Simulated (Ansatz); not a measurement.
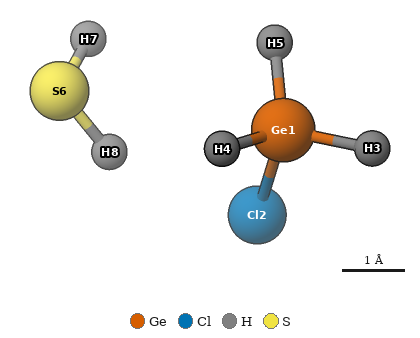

The starting structure (ball-and-stick view, seen at an oblique angle; atoms are numbered from 1 in the order of the input). Sticks mark near contacts. Bond lengths as drawn: Cl–Ge 2.20 Å, Ge–H 1.54 to 1.55 Å and H–S 1.36 to 1.37 Å.

## Nudged elastic band of GeH5SCl (part 1 of 2)

System: GeH5SCl.
Method: RKS PBE/def2-SVP (Ansatz 0.2.0).

The run did not end well. One setting was made poor on purpose. It belongs to a series of runs on one base structure; here: band between the two ends.

### Input
```yaml
crystal:
  periodic: [false, false, false]
  atoms:
    - { symbol: Ge, position_ang: [0.401614, 0.057468, -0.104641] }
    - { symbol: Cl, position_ang: [0.296055, -0.208146, 2.073794] }
    - { symbol: H, position_ang: [1.909719, 0.023991, -0.455562] }
    - { symbol: H, position_ang: [-0.231145, 1.425993, -0.436016] }
    - { symbol: H, position_ang: [-0.354045, -1.124063, -0.751989] }
    - { symbol: S, position_ang: [-3.366559, 0.119095, 0.933852] }
    - { symbol: H, position_ang: [-3.39891, -1.238899, 0.849395] }
    - { symbol: H, position_ang: [-2.306828, 0.07176, 1.793067] }
basis:
  gaussian: { orbitals: def2-SVP }
hamiltonian:
  xc: pbe
neb:
  order_check: false
  images: 9
  f_tol: 0.03
  max_iterations: 60
  max_displacement: 0.5
  optimiser: fire
  final_atoms:
    - { symbol: Ge, position_ang: [-0.38234508, 0.21590298, -0.46310942] }
    - { symbol: Cl, position_ang: [-0.30141066, -1.24927407, 3.05930574] }
    - { symbol: H, position_ang: [0.70650719, 1.09955745, 0.18531994] }
    - { symbol: H, position_ang: [-0.62938037, 0.63184497, -1.93740104] }
    - { symbol: H, position_ang: [-0.0564956, -1.29252842, -0.35729095] }
    - { symbol: S, position_ang: [-2.25210605, 0.65843744, 0.75492827] }
    - { symbol: H, position_ang: [-2.94649522, -0.41035865, 0.27164474] }
    - { symbol: H, position_ang: [-1.18837322, -0.5263827, 2.38850271] }
  initial_path:
    images:
      - { positions_ang: [[0.401614, 0.057468, -0.104641], [0.296055, -0.208146, 2.073794], [1.909719, 0.023991, -0.455562], [-0.231145, 1.425993, -0.436016], [-0.354045, -1.124063, -0.751989], [-3.366559, 0.119095, 0.933852], [-3.39891, -1.238899, 0.849395], [-2.306828, 0.07176, 1.793067]] }
      - { positions_ang: [[0.32125766, 0.04821772, -0.08324472], [0.23594586, -0.16799764, 2.17348906], [1.82022375, 0.0247349, -0.46670847], [-0.33298055, 1.39545548, -0.45000766], [-0.42687965, -1.15047678, -0.7064441], [-3.17751209, 0.09213092, 0.90752054], [-3.3527151, -1.16898404, 0.68003342], [-2.13743888, 0.05411845, 1.84726192]] }
      - { positions_ang: [[0.24090132, 0.03896743, -0.06184844], [0.17583672, -0.12784928, 2.27318413], [1.73072849, 0.0254788, -0.47785495], [-0.4348161, 1.36491795, -0.46399931], [-0.49971429, -1.17689057, -0.66089919], [-2.98846518, 0.06516684, 0.88118908], [-3.3065202, -1.09906907, 0.51067184], [-1.96804976, 0.03647689, 1.90145685]] }
      - { positions_ang: [[0.16054498, 0.02971715, -0.04045215], [0.11572758, -0.08770092, 2.37287919], [1.64123324, 0.02622271, -0.48900142], [-0.53665165, 1.33438043, -0.47799097], [-0.57254894, -1.20330435, -0.61535429], [-2.79941828, 0.03820277, 0.85485762], [-3.26032529, -1.02915411, 0.34131026], [-1.79866064, 0.01883534, 1.95565177]] }
      - { positions_ang: [[0.08018864, 0.02046686, -0.01905587], [0.05561844, -0.04755256, 2.47257425], [1.55173798, 0.02696661, -0.5001479], [-0.6384872, 1.3038429, -0.49198262], [-0.64538359, -1.22971813, -0.56980939], [-2.61037137, 0.01123869, 0.82852616], [-3.21413039, -0.95923915, 0.17194868], [-1.62927152, 0.00119378, 2.00984669]] }
      - { positions_ang: [[-0.0001677, 0.01121658, 0.00234041], [-0.0044907, -0.0074042, 2.57226932], [1.46224273, 0.02771051, -0.51129437], [-0.74032276, 1.27330538, -0.50597428], [-0.71821823, -1.25613191, -0.52426449], [-2.42132446, -0.01572539, 0.8021947], [-3.16793549, -0.88932419, 0.0025871], [-1.4598824, -0.01644777, 2.06404162]] }
      - { positions_ang: [[-0.07660317, 0.05215386, -0.09074956], [-0.06387469, -0.25577817, 2.6696766], [1.31109562, 0.2420799, -0.37197151], [-0.71813428, 1.1450133, -0.79225963], [-0.58587371, -1.26341122, -0.49086978], [-2.38748078, 0.11910717, 0.79274141], [-3.12364743, -0.79353108, 0.05639863], [-1.40558056, -0.11843476, 2.12893383]] }
      - { positions_ang: [[-0.15303865, 0.09309114, -0.18383952], [-0.12325868, -0.50415215, 2.76708389], [1.15994851, 0.45644929, -0.23264864], [-0.6959458, 1.01672122, -1.07854498], [-0.45352918, -1.27069052, -0.45747507], [-2.3536371, 0.25393974, 0.78328813], [-3.07935938, -0.69773797, 0.11021015], [-1.35127872, -0.22042174, 2.19382605]] }
      - { positions_ang: [[-0.22947413, 0.13402842, -0.27692949], [-0.18264267, -0.75252612, 2.86449117], [1.00880141, 0.67081867, -0.09332578], [-0.67375732, 0.88842913, -1.36483033], [-0.32118466, -1.27796982, -0.42408037], [-2.31979341, 0.38877231, 0.77383484], [-3.03507133, -0.60194487, 0.16402168], [-1.29697689, -0.32240873, 2.25871827]] }
      - { positions_ang: [[-0.3059096, 0.1749657, -0.37001945], [-0.24202666, -1.0009001, 2.96189846], [0.8576543, 0.88518806, 0.04599708], [-0.65156885, 0.76013705, -1.65111569], [-0.18884013, -1.28524912, -0.39068566], [-2.28594973, 0.52360487, 0.76438156], [-2.99078327, -0.50615176, 0.21783321], [-1.24267505, -0.42439571, 2.32361049]] }
      - { positions_ang: [[-0.38234508, 0.21590298, -0.46310942], [-0.30141066, -1.24927407, 3.05930574], [0.70650719, 1.09955745, 0.18531994], [-0.62938037, 0.63184497, -1.93740104], [-0.0564956, -1.29252842, -0.35729095], [-2.25210605, 0.65843744, 0.75492827], [-2.94649522, -0.41035865, 0.27164474], [-1.18837322, -0.5263827, 2.38850271]] }
```

Launch command:
```bash
ansatz run input.yaml --threads 2 --pin off --max-ram 3072MiB --backend cpu --events-out ev --progress --plain --runs-dir out
```

### The program's output
```
Engine: ansatz 0.2.0, x86_64-unknown-linux-gnu
Functional definition: PBE
  parameter kappa = 0.804
  parameter beta = 0.06672455060314922
  exchange = pbe_x(kappa = kappa, mu = beta*pi^2/3)
  correlation = pbe_c(beta = beta)
1041 factors; their error is unknown
mean field evaluation 1: about -79924.2461 eV, gradient 2.5e1 eV
mean field evaluation 2: about -79924.3603 eV, gradient 2.8e1 eV
mean field evaluation 4: about -79925.3442 eV, gradient 1.1e0 eV
mean field evaluation 8: about -79925.2840 eV, gradient 6.8e-2 eV
mean field -79925.28400117 eV, -2937.2000117398 hartree, gradient 3.6e-5 eV, S^2 0.000000; 0 other end points of the search recorded, 0 dependent functions left out
the calculation of the forces begins
reference -79925.28403404 eV, -2937.2000129475 hartree; 35, 35 occupied and 58, 58 virtual orbitals, 1041 factors
1041 factors; their error is unknown
mean field evaluation 16: about -79924.1780 eV, gradient 2.5e1 eV
mean field -79925.12633127 eV, -2937.1942174778 hartree, gradient 4.8e-5 eV, S^2 0.000000; 0 other end points of the search recorded, 0 dependent functions left out
[... from here on the field's lines of each further geometry are left out, up to the last ...]
NEB iter   1: max|band force component| = 4.667e0 eV/Å  barrier→ = 2.8901 eV  barrier← = 2.7324 eV  Δτ_max = 0.0698 Å  (265 SCF iters)
NEB iter   2: max|band force component| = 2.062e0 eV/Å  barrier→ = 2.6597 eV  barrier← = 2.5020 eV  Δτ_max = 0.0920 Å  (218 SCF iters)
NEB iter   3: max|band force component| = 1.955e0 eV/Å  barrier→ = 2.3007 eV  barrier← = 2.1430 eV  Δτ_max = 0.0350 Å  (223 SCF iters)
NEB iter   4: max|band force component| = 1.281e0 eV/Å  barrier→ = 2.1735 eV  barrier← = 2.0159 eV  Δτ_max = 0.0581 Å  (218 SCF iters)
NEB iter   5: max|band force component| = 1.288e0 eV/Å  barrier→ = 1.9549 eV  barrier← = 1.7972 eV  Δτ_max = 0.0232 Å  (215 SCF iters)
NEB iter   6: max|band force component| = 1.031e0 eV/Å  barrier→ = 1.8669 eV  barrier← = 1.7092 eV  Δτ_max = 0.0368 Å  (220 SCF iters)
NEB iter   7: max|band force component| = 1.049e0 eV/Å  barrier→ = 1.7310 eV  barrier← = 1.5733 eV  Δτ_max = 0.0173 Å  (217 SCF iters)
NEB iter   8: max|band force component| = 1.061e0 eV/Å  barrier→ = 1.6990 eV  barrier← = 1.5414 eV  Δτ_max = 0.0313 Å  (217 SCF iters)
NEB iter   9: max|band force component| = 1.062e0 eV/Å  barrier→ = 1.6418 eV  barrier← = 1.4841 eV  Δτ_max = 0.0156 Å  (219 SCF iters)
NEB iter  10: max|band force component| = 1.049e0 eV/Å  barrier→ = 1.6183 eV  barrier← = 1.4606 eV  Δτ_max = 0.0310 Å  (216 SCF iters)
NEB iter  11: max|band force component| = 9.978e-1 eV/Å  barrier→ = 1.5753 eV  barrier← = 1.4176 eV  Δτ_max = 0.0457 Å  (218 SCF iters)
NEB iter  12: max|band force component| = 8.677e-1 eV/Å  barrier→ = 1.5199 eV  barrier← = 1.3623 eV  Δτ_max = 0.0584 Å  (215 SCF iters)
NEB iter  13: max|band force component| = 6.277e-1 eV/Å  barrier→ = 1.4607 eV  barrier← = 1.3030 eV  Δτ_max = 0.0673 Å  (214 SCF iters)
NEB iter  14: max|band force component| = 3.990e-1 eV/Å  barrier→ = 1.4049 eV  barrier← = 1.2473 eV  CI = image 6  Δτ_max = 0.0076 Å  (214 SCF iters)
NEB iter  15: max|band force component| = 3.920e-1 eV/Å  barrier→ = 1.4003 eV  barrier← = 1.2426 eV  CI = image 6  Δτ_max = 0.0147 Å  (198 SCF iters)
NEB iter  16: max|band force component| = 3.680e-1 eV/Å  barrier→ = 1.3915 eV  barrier← = 1.2338 eV  CI = image 6  Δτ_max = 0.0064 Å  (210 SCF iters)
NEB iter  17: max|band force component| = 3.505e-1 eV/Å  barrier→ = 1.3874 eV  barrier← = 1.2297 eV  CI = image 6  Δτ_max = 0.0125 Å  (185 SCF iters)
NEB iter  18: max|band force component| = 3.207e-1 eV/Å  barrier→ = 1.3795 eV  barrier← = 1.2218 eV  CI = image 6  Δτ_max = 0.0183 Å  (211 SCF iters)
NEB iter  19: max|band force component| = 2.913e-1 eV/Å  barrier→ = 1.3683 eV  barrier← = 1.2106 eV  CI = image 6  Δτ_max = 0.0239 Å  (207 SCF iters)
NEB iter  20: max|band force component| = 2.665e-1 eV/Å  barrier→ = 1.3545 eV  barrier← = 1.1968 eV  CI = image 6  Δτ_max = 0.0291 Å  (214 SCF iters)
NEB iter  21: max|band force component| = 2.355e-1 eV/Å  barrier→ = 1.3392 eV  barrier← = 1.1816 eV  CI = image 6  Δτ_max = 0.0337 Å  (213 SCF iters)
NEB iter  22: max|band force component| = 2.184e-1 eV/Å  barrier→ = 1.3237 eV  barrier← = 1.1661 eV  CI = image 6  Δτ_max = 0.0416 Å  (211 SCF iters)
NEB iter  23: max|band force component| = 1.995e-1 eV/Å  barrier→ = 1.3083 eV  barrier← = 1.1506 eV  CI = image 6  Δτ_max = 0.0499 Å  (216 SCF iters)
NEB iter  24: max|band force component| = 1.719e-1 eV/Å  barrier→ = 1.2953 eV  barrier← = 1.1376 eV  CI = image 6  Δτ_max = 0.0576 Å  (213 SCF iters)
NEB iter  25: max|band force component| = 1.630e-1 eV/Å  barrier→ = 1.2871 eV  barrier← = 1.1294 eV  CI = image 6  Δτ_max = 0.0052 Å  (212 SCF iters)
NEB iter  26: max|band force component| = 1.542e-1 eV/Å  barrier→ = 1.2861 eV  barrier← = 1.1284 eV  CI = image 6  Δτ_max = 0.0102 Å  (189 SCF iters)
NEB iter  27: max|band force component| = 1.793e-1 eV/Å  barrier→ = 1.2840 eV  barrier← = 1.1264 eV  CI = image 6  Δτ_max = 0.0144 Å  (205 SCF iters)
NEB iter  28: max|band force component| = 1.286e-1 eV/Å  barrier→ = 1.2807 eV  barrier← = 1.1231 eV  CI = image 6  Δτ_max = 0.0179 Å  (211 SCF iters)
NEB iter  29: max|band force component| = 1.369e-1 eV/Å  barrier→ = 1.2762 eV  barrier← = 1.1185 eV  CI = image 6  Δτ_max = 0.0202 Å  (218 SCF iters)
NEB iter  30: max|band force component| = 1.190e-1 eV/Å  barrier→ = 1.2708 eV  barrier← = 1.1131 eV  CI = image 6  Δτ_max = 0.0219 Å  (216 SCF iters)
NEB iter  31: max|band force component| = 1.369e-1 eV/Å  barrier→ = 1.2655 eV  barrier← = 1.1078 eV  CI = image 6  Δτ_max = 0.0268 Å  (216 SCF iters)
NEB iter  32: max|band force component| = 1.438e-1 eV/Å  barrier→ = 1.2604 eV  barrier← = 1.1027 eV  CI = image 6  Δτ_max = 0.0323 Å  (213 SCF iters)
NEB iter  33: max|band force component| = 1.333e-1 eV/Å  barrier→ = 1.2559 eV  barrier← = 1.0982 eV  CI = image 6  Δτ_max = 0.0383 Å  (211 SCF iters)
NEB iter  34: max|band force component| = 1.665e-1 eV/Å  barrier→ = 1.2511 eV  barrier← = 1.0934 eV  CI = image 6  Δτ_max = 0.0448 Å  (212 SCF iters)
NEB iter  35: max|band force component| = 2.143e-1 eV/Å  barrier→ = 1.2449 eV  barrier← = 1.0873 eV  CI = image 6  Δτ_max = 0.0155 Å  (212 SCF iters)
NEB iter  36: max|band force component| = 4.488e-1 eV/Å  barrier→ = 1.2443 eV  barrier← = 1.0866 eV  CI = image 6  Δτ_max = 0.0062 Å  (208 SCF iters)
NEB iter  37: max|band force component| = 1.667e-1 eV/Å  barrier→ = 1.2441 eV  barrier← = 1.0864 eV  CI = image 6  Δτ_max = 0.0084 Å  (195 SCF iters)
NEB iter  38: max|band force component| = 2.395e-1 eV/Å  barrier→ = 1.2438 eV  barrier← = 1.0861 eV  CI = image 6  Δτ_max = 0.0010 Å  (205 SCF iters)
NEB iter  39: max|band force component| = 2.014e-1 eV/Å  barrier→ = 1.2437 eV  barrier← = 1.0861 eV  CI = image 6  Δτ_max = 0.0018 Å  (157 SCF iters)
NEB iter  40: max|band force component| = 1.312e-1 eV/Å  barrier→ = 1.2437 eV  barrier← = 1.0860 eV  CI = image 6  Δτ_max = 0.0024 Å  (159 SCF iters)
NEB iter  41: max|band force component| = 1.135e-1 eV/Å  barrier→ = 1.2436 eV  barrier← = 1.0859 eV  CI = image 6  Δτ_max = 0.0025 Å  (164 SCF iters)
NEB iter  42: max|band force component| = 1.205e-1 eV/Å  barrier→ = 1.2434 eV  barrier← = 1.0858 eV  CI = image 6  Δτ_max = 0.0005 Å  (166 SCF iters)
NEB iter  43: max|band force component| = 1.126e-1 eV/Å  barrier→ = 1.2434 eV  barrier← = 1.0857 eV  CI = image 6  Δτ_max = 0.0009 Å  (151 SCF iters)
NEB iter  44: max|band force component| = 1.123e-1 eV/Å  barrier→ = 1.2433 eV  barrier← = 1.0857 eV  CI = image 6  Δτ_max = 0.0012 Å  (154 SCF iters)
NEB iter  45: max|band force component| = 1.119e-1 eV/Å  barrier→ = 1.2433 eV  barrier← = 1.0856 eV  CI = image 6  Δτ_max = 0.0016 Å  (158 SCF iters)
NEB iter  46: max|band force component| = 1.112e-1 eV/Å  barrier→ = 1.2431 eV  barrier← = 1.0855 eV  CI = image 6  Δτ_max = 0.0020 Å  (158 SCF iters)
NEB iter  47: max|band force component| = 1.102e-1 eV/Å  barrier→ = 1.2430 eV  barrier← = 1.0853 eV  CI = image 6  Δτ_max = 0.0024 Å  (155 SCF iters)
NEB iter  48: max|band force component| = 1.089e-1 eV/Å  barrier→ = 1.2428 eV  barrier← = 1.0852 eV  CI = image 6  Δτ_max = 0.0030 Å  (157 SCF iters)
NEB iter  49: max|band force component| = 1.069e-1 eV/Å  barrier→ = 1.2426 eV  barrier← = 1.0850 eV  CI = image 6  Δτ_max = 0.0039 Å  (159 SCF iters)
NEB iter  50: max|band force component| = 1.043e-1 eV/Å  barrier→ = 1.2424 eV  barrier← = 1.0847 eV  CI = image 6  Δτ_max = 0.0049 Å  (160 SCF iters)
NEB iter  51: max|band force component| = 1.007e-1 eV/Å  barrier→ = 1.2421 eV  barrier← = 1.0844 eV  CI = image 6  Δτ_max = 0.0061 Å  (164 SCF iters)
NEB iter  52: max|band force component| = 9.607e-2 eV/Å  barrier→ = 1.2418 eV  barrier← = 1.0841 eV  CI = image 6  Δτ_max = 0.0076 Å  (168 SCF iters)
NEB iter  53: max|band force component| = 9.010e-2 eV/Å  barrier→ = 1.2414 eV  barrier← = 1.0837 eV  CI = image 6  Δτ_max = 0.0093 Å  (171 SCF iters)
NEB iter  54: max|band force component| = 8.224e-2 eV/Å  barrier→ = 1.2409 eV  barrier← = 1.0832 eV  CI = image 6  Δτ_max = 0.0111 Å  (180 SCF iters)
NEB iter  55: max|band force component| = 7.173e-2 eV/Å  barrier→ = 1.2404 eV  barrier← = 1.0827 eV  CI = image 6  Δτ_max = 0.0131 Å  (183 SCF iters)
NEB iter  56: max|band force component| = 5.996e-2 eV/Å  barrier→ = 1.2398 eV  barrier← = 1.0821 eV  CI = image 6  Δτ_max = 0.0151 Å  (191 SCF iters)
NEB iter  57: max|band force component| = 6.393e-2 eV/Å  barrier→ = 1.2391 eV  barrier← = 1.0814 eV  CI = image 6  Δτ_max = 0.0169 Å  (196 SCF iters)
NEB iter  58: max|band force component| = 6.865e-2 eV/Å  barrier→ = 1.2383 eV  barrier← = 1.0806 eV  CI = image 6  Δτ_max = 0.0190 Å  (201 SCF iters)
NEB iter  59: max|band force component| = 7.145e-2 eV/Å  barrier→ = 1.2374 eV  barrier← = 1.0797 eV  CI = image 6  Δτ_max = 0.0214 Å  (203 SCF iters)
the calculation of the forces begins
reference -79925.08769133 eV, -2937.1927974860 hartree; 35, 35 occupied and 58, 58 virtual orbitals, 1041 factors
these checks for a lower state are left out or cut short: starts, cluster_reference, orbital_swaps, neighbouring_geometries, increment
1041 factors; their error is unknown
mean field -79925.11407857 eV, -2937.1937671993 hartree, gradient 9.5e-6 eV, S^2 0.000000; 0 other end points of the search recorded, 0 dependent functions left out
the calculation of the forces begins
reference -79925.11411160 eV, -2937.1937684131 hartree; 35, 35 occupied and 58, 58 virtual orbitals, 1041 factors
NEB iter  60: max|band force component| = 6.979e-2 eV/Å  barrier→ = 1.2364 eV  barrier← = 1.0787 eV  CI = image 6  Δτ_max = 0.0248 Å  (206 SCF iters)
```
